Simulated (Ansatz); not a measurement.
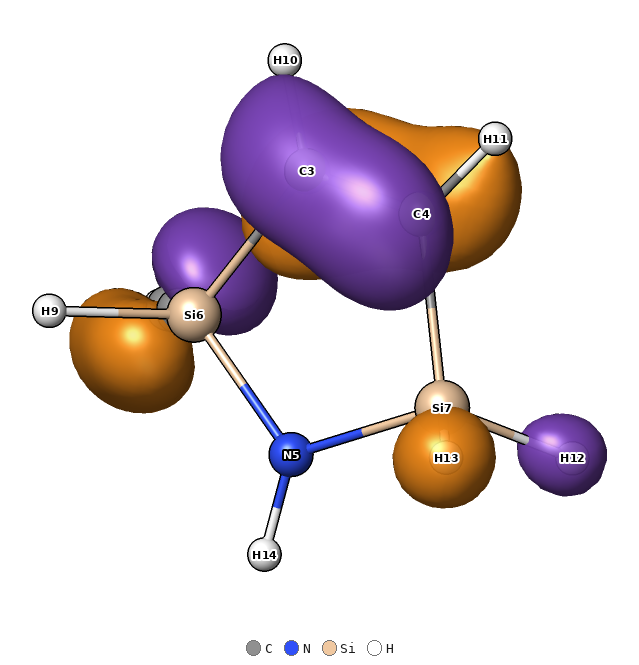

*C₄H₇NSi₂. The HOMO−1 at ±0.15 Å⁻³ᐟ² (orange and purple are the two phases), seen at an oblique angle.*

Geometry: B3LYP-D3(BJ)/def2-SVP.

Theory: isolated molecule in a Gaussian basis; Kohn-Sham density functional theory, functional PBE0 (Ansatz 0.2.0).

```yaml
atoms:
  - { symbol: C, position_ang: [-3.1202, -1.0373, 2.1119] }
  - { symbol: C, position_ang: [-2.4562, -0.2972, 1.4085] }
  - { symbol: C, position_ang: [-1.1345, 0.0834, -1.3540] }
  - { symbol: C, position_ang: [0.1680, -0.1168, -1.6454] }
  - { symbol: N, position_ang: [0.1976, 0.9685, 0.8668] }
  - { symbol: Si, position_ang: [-1.4562, 0.8247, 0.3426] }
  - { symbol: Si, position_ang: [1.3722, 0.3882, -0.2889] }
  - { symbol: H, position_ang: [-3.7039, -1.6934, 2.7318] }
  - { symbol: H, position_ang: [-2.1900, 2.1212, 0.2998] }
  - { symbol: H, position_ang: [-1.9255, -0.1802, -2.0674] }
  - { symbol: H, position_ang: [0.4712, -0.5485, -2.6081] }
  - { symbol: H, position_ang: [2.1920, -0.7591, 0.2082] }
  - { symbol: H, position_ang: [2.3353, 1.4391, -0.7402] }
  - { symbol: H, position_ang: [0.4491, 1.3122, 1.7874] }
```

Where does this orbital lie, and at what energy?

It lies mainly on C3 (about 25 %), C4 (about 25 %), C1 (about 15 %) and C2 (about 15 %). Its energy is −7.99 eV.
